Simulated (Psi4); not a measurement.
# doublet C2H4Si+ at 3 levels

Wanted: a comparison of 3 runs (UHF/3-21G, UB3LYP/6-31G*, UHSE06/6-311+G**) of doublet C2H4Si+. 

The calculation is run with Psi4 1.11.

**1. The molecule**

The species is C2H4Si+ (7 atoms), meant as a doublet with charge +1. As SMILES of the parent species, `C#C[SiH3]`. The shape is that of a PBE0-D4/def2-TZVP optimisation. That shape belongs to the parent species and isn't relaxed for this state.

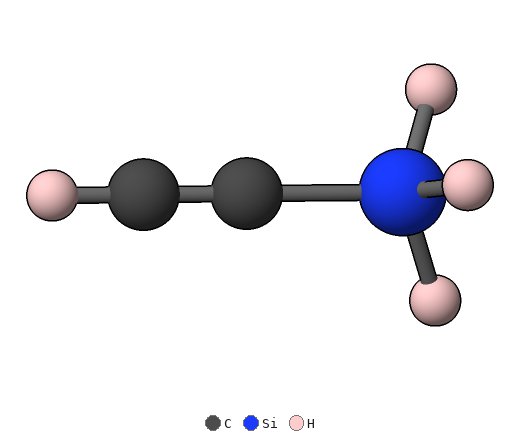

The structure, seen from a chosen angle (carbon dark grey, silicon blue, hydrogen pink).

**2. Energy and gradient at UHF/3-21G (run 1)**

The input, job.py:

```python
import psi4

psi4.set_memory('1600 MB')
psi4.set_num_threads(1)
psi4.set_output_file('psi4.out', False)

m = psi4.geometry("""
1 2
C     -0.580700    -1.871400     0.172200
C     -0.218500    -0.726500     0.062400
Si     0.329800     1.004300    -0.103800
H     -0.901000    -2.883500     0.269300
H     -0.094500     1.528300    -1.425000
H     -0.281700     1.818100     0.974900
H      1.807900     1.062900     0.004400
units angstrom
symmetry c1
no_reorient
no_com
""")

psi4.set_options({
    'basis': '3-21G',
    'reference': 'uhf',
    'puream': True,
    'e_convergence': 1e-09,
    'd_convergence': 1e-08,
    'scf_type': 'pk',
    'maxiter': 100,
})

e, wfn = psi4.gradient('hf', return_wfn=True)
psi4.oeprop(wfn, 'MULLIKEN_CHARGES', 'DIPOLE', 'WIBERG_LOWDIN_INDICES', title='HF')
print('gradient / Eh bohr^-1')
print(e.np.round(6))
print(f'energy = {wfn.energy():.10f} Eh')
```

On the command line:

```console
$ python job.py
```

psi4.out:

```text
[...]
  Running in c1 symmetry.
[...]
  Nuclear repulsion =   83.047890735857266
[...]
  Multiplicity = 2
[...]
  Nalpha       = 15
  Nbeta        = 14
[...]
    Number of basis functions: 39
[...]
   @UHF iter   1:  -364.53866080406345   -5.80571e-01   4.64208e-03 DIIS/ADIIS
[...]
   @UHF iter  20:  -364.60637364624540   -4.54747e-13   4.48347e-09 DIIS
[...]
   @S^2 Observed:                7.547353291E-01
[...]
  @UHF Final Energy:  -364.60637364624540
   => Energetics <=
    Nuclear Repulsion Energy =             83.0478907358572656
    One-Electron Energy =                -659.4787532039724738
    Two-Electron Energy =                 211.8244888218698634
    Total Energy =                       -364.6063736462454017
  UHF NO Occupations:
  HONO-2 :   13  A 1.9994970
  HONO-1 :   14  A 1.9991109
[...]
  -Total Gradient:
     Atom            X                  Y                   Z
    ------   -----------------  -----------------  -----------------
       1        0.024761033513     0.078059022170    -0.007393996504
       2       -0.009228040685    -0.030999874474     0.004779058185
       3       -0.024330661354    -0.071362862210     0.001648300531
       4       -0.000830629967    -0.002559647621     0.000210819836
       5        0.003454546485     0.009803586765     0.000063862981
       6        0.002582253348     0.008620461596     0.000597133714
       7        0.003591498663     0.008439313773     0.000094821256
[...]
 Multipole Moments:
 ------------------------------------------------------------------------------------
     Multipole            Electronic (a.u.)      Nuclear  (a.u.)        Total (a.u.)
 ------------------------------------------------------------------------------------
 L = 1.  Multiply by 2.5417464519 to convert [e a0] to [Debye]
 Dipole X            :         -1.2100945            0.6665064           -0.5435881
 Dipole Y            :         -1.7400863           -0.0026456           -1.7427319
 Dipole Z            :          0.5300174           -0.4195192            0.1104982
 Magnitude           :                                                    1.8288828
[...]
```

The script printed:

```text
gradient / Eh bohr^-1
[[ 2.4761e-02  7.8059e-02 -7.3940e-03]
 [-9.2280e-03 -3.1000e-02  4.7790e-03]
 [-2.4331e-02 -7.1363e-02  1.6480e-03]
 [-8.3100e-04 -2.5600e-03  2.1100e-04]
 [ 3.4550e-03  9.8040e-03  6.4000e-05]
 [ 2.5820e-03  8.6200e-03  5.9700e-04]
 [ 3.5910e-03  8.4390e-03  9.5000e-05]]
energy = -364.6063736462 Eh
```

It took 2.2 s on 1 thread of AMD EPYC 7R43 (Zen 3), shared host; peak memory 0.18 GiB.

**3. Energy and forces at UB3LYP/6-31G(d) (Cartesian functions) (run 2)**

The input, calc.py:

```python
import psi4

psi4.set_memory(1600000000)
psi4.set_num_threads(1)
psi4.core.set_output_file('run.log', False)

mol = psi4.geometry("""
1 2
C     -0.580700    -1.871400     0.172200
C     -0.218500    -0.726500     0.062400
Si     0.329800     1.004300    -0.103800
H     -0.901000    -2.883500     0.269300
H     -0.094500     1.528300    -1.425000
H     -0.281700     1.818100     0.974900
H      1.807900     1.062900     0.004400
symmetry c1
no_reorient
no_com
""")

psi4.set_options({
    'reference': 'uks',
    'puream': False,
    'e_convergence': 1e-09,
    'd_convergence': 1e-08,
    'scf_type': 'pk',
    'dft_radial_points': 99,
    'dft_spherical_points': 590,
    'maxiter': 100,
})

E, wfn = psi4.gradient('b3lyp/6-31G*', return_wfn=True)
psi4.oeprop(wfn, 'WIBERG_LOWDIN_INDICES', 'LOWDIN_CHARGES', 'MAYER_INDICES')
print('gradient / Eh bohr^-1')
print(E.np.round(6))
print(f'energy = {wfn.energy():.10f} Eh')
for k, v in sorted(psi4.core.scalar_variables().items()):
    print(f'{k:45s} {v:18.10f}')
```

On the command line:

```console
$ python calc.py
```

run.log:

```text
[...]
  Running in c1 symmetry.
[...]
  Nuclear repulsion =   83.047890735857266
[...]
  Multiplicity = 2
[...]
  Nalpha       = 15
  Nbeta        = 14
[...]
    Number of basis functions: 57
[...]
   @UKS iter   1:  -367.51969281814519   -1.35354e-01   7.91893e-03 DIIS/ADIIS
[...]
   @UKS iter  27:  -367.65611223013423   -8.19114e-11   3.85467e-09 DIIS
[...]
   @S^2 Observed:                7.542188722E-01
[...]
  @UKS Final Energy:  -367.65611223013423
   => Energetics <=
    Nuclear Repulsion Energy =             83.0478907358572656
    One-Electron Energy =                -662.6798380775592250
    Two-Electron Energy =                 238.5049090050254961
    DFT Exchange-Correlation Energy =     -26.5290738934577170
    Empirical Dispersion Energy =           0.0000000000000000
    VV10 Nonlocal Energy =                  0.0000000000000000
    Total Energy =                       -367.6561122301342266
[...]
 Multipole Moments:
 ------------------------------------------------------------------------------------
     Multipole            Electronic (a.u.)      Nuclear  (a.u.)        Total (a.u.)
 ------------------------------------------------------------------------------------
 L = 1.  Multiply by 2.5417464519 to convert [e a0] to [Debye]
 Dipole X            :         -1.0122069            0.6665064           -0.3457005
 Dipole Y            :         -0.9874451           -0.0026456           -0.9900907
 Dipole Z            :          0.3819292           -0.4195192           -0.0375900
 Magnitude           :                                                    1.0493815
[...]
  -Total Gradient:
     Atom            X                  Y                   Z
    ------   -----------------  -----------------  -----------------
       1        0.024360507664     0.076947863031    -0.007366187566
       2       -0.022498051204    -0.075568243965     0.010345858137
       3       -0.015134155696    -0.022174084802    -0.015481339001
       4        0.002774438536     0.008788685666    -0.000858400230
       5        0.004962412884     0.003087207993     0.008322616256
       6        0.005643200283     0.003418379381     0.001180523022
       7       -0.000108030374     0.005500624946     0.003857584300
[...]
```

The script printed:

```text
gradient / Eh bohr^-1
[[ 0.024361  0.076948 -0.007366]
 [-0.022498 -0.075568  0.010346]
 [-0.015134 -0.022174 -0.015481]
 [ 0.002774  0.008789 -0.000858]
 [ 0.004962  0.003087  0.008323]
 [ 0.005643  0.003418  0.001181]
 [-0.000108  0.005501  0.003858]]
energy = -367.6561122301 Eh
CURRENT ENERGY                                   -367.6561122301
CURRENT REFERENCE ENERGY                         -367.6561122301
DD SOLVATION ENERGY                                 0.0000000000
DFT FUNCTIONAL TOTAL ENERGY                      -367.6561122301
DFT TOTAL ENERGY                                 -367.6561122301
DFT VV10 ENERGY                                     0.0000000000
DFT XC ENERGY                                     -26.5290738935
GRID ELECTRONS ALPHA                               15.0000000050
GRID ELECTRONS BETA                                14.0000000119
GRID ELECTRONS TOTAL                               29.0000000169
NUCLEAR REPULSION ENERGY                           83.0478907359
ONE-ELECTRON ENERGY                              -662.6798380776
PCM POLARIZATION ENERGY                             0.0000000000
PE ENERGY                                           0.0000000000
SCF ITERATION ENERGY                             -367.6561122301
SCF ITERATIONS                                     27.0000000000
SCF TOTAL ENERGY                                 -367.6561122301
TWO-ELECTRON ENERGY                               238.5049090050
XC GRID RADIAL POINTS                              99.0000000000
XC GRID SPHERICAL POINTS                          590.0000000000
XC GRID TOTAL POINTS                           390417.0000000000
```

It took 34 s on 1 thread of AMD EPYC 7R43 (Zen 3), shared host; peak memory 0.8 GiB.

**4. Energy and forces at UHSE06/6-311+G(d,p) (run 3)**

The input, input.inp:

```
memory 1600 mb

molecule mol {
  1 2
  C     -0.580700    -1.871400     0.172200
  C     -0.218500    -0.726500     0.062400
  Si     0.329800     1.004300    -0.103800
  H     -0.901000    -2.883500     0.269300
  H     -0.094500     1.528300    -1.425000
  H     -0.281700     1.818100     0.974900
  H      1.807900     1.062900     0.004400
  units angstrom
  symmetry c1
}

set reference uks
set puream true
set e_convergence 1e-09
set d_convergence 1e-08
set scf_type pk
set dft_radial_points 99
set dft_spherical_points 590
set maxiter 100

e_tot, wfn = gradient("hse06/6-311+G**", return_wfn=True)
```

On the command line:

```console
$ psi4 input.inp input.out -n 1
```

input.out:

```text
[...]
  Running in c1 symmetry.
[...]
  Nuclear repulsion =   83.047890735857266
[...]
  Multiplicity = 2
[...]
  Nalpha       = 15
  Nbeta        = 14
[...]
    Number of basis functions: 98
[...]
   @UKS iter   1:  -367.20107053217959   -4.96576e-02   6.71297e-03 DIIS/ADIIS
[...]
   @UKS iter  34:  -367.46947205724479   -1.98384e-11   3.80970e-09 DIIS
[...]
   @S^2 Observed:                7.553919033E-01
[...]
  @UKS Final Energy:  -367.46947205724479
   => Energetics <=
    Nuclear Repulsion Energy =             83.0478907358572656
    One-Electron Energy =                -662.9222333184973195
    Two-Electron Energy =                 237.5851307066629943
    DFT Exchange-Correlation Energy =     -25.1802601812676770
    Empirical Dispersion Energy =           0.0000000000000000
    VV10 Nonlocal Energy =                  0.0000000000000000
    Total Energy =                       -367.4694720572447864
[...]
 Multipole Moments:
 ------------------------------------------------------------------------------------
     Multipole            Electronic (a.u.)      Nuclear  (a.u.)        Total (a.u.)
 ------------------------------------------------------------------------------------
 L = 1.  Multiply by 2.5417464519 to convert [e a0] to [Debye]
 Dipole X            :         -0.8337133            0.4931733           -0.3405400
 Dipole Y            :         -2.4669604            1.5559807           -0.9109797
 Dipole Z            :          0.1231894           -0.1496803           -0.0264910
 Magnitude           :                                                    0.9729097
[...]
  -Total Gradient:
     Atom            X                  Y                   Z
    ------   -----------------  -----------------  -----------------
       1        0.021241464356     0.067085183435    -0.006416348915
       2       -0.019535880299    -0.066272965488     0.009506513284
       3       -0.014388303481    -0.019960861353    -0.015639443124
       4        0.002241014449     0.007121331002    -0.000710186438
       5        0.005510486778     0.003088622529     0.009512550223
       6        0.006291544300     0.003081360894     0.000094151687
       7       -0.001362468186     0.005850277522     0.003653755924
[...]
```

It took 2.6 min on 1 thread of AMD EPYC 7R43 (Zen 3), shared host; peak memory 0.93 GiB.

**5. The series**

```csv
run,level,Cartesian functions,integration grid,energy (Eh),HOMO energy (eV),LUMO energy (eV),⟨S²⟩,wall time
1,UHF/3-21G,no,–,-364.606374,-17.93,-8.56,0.755,2.2 s
2,UB3LYP/6-31G* (Cartesian functions),yes,99 radial × 590 angular,-367.656112,-14.76,-13.05,0.754,34 s
3,UHSE06/6-311+G**,no,99 radial × 590 angular,-367.469472,-14.59,-13.22,0.755,2.6 min
```

**6. Outcome**

| quantity | value |
| --- | --- |
| run 3: total energy | -367.46947 Eh |
| run 3: HOMO energy (highest over α and β) | -14.59 eV |
| run 3: LUMO energy (lowest over α and β) | -13.22 eV |
| run 3: ⟨S²⟩ | 0.755 |
| run 3: largest force on an atom | 3.633 eV/Å |

Totals of different functionals can't be ranked against each other. All runs together took 3.2 min, the longest 2.6 min.
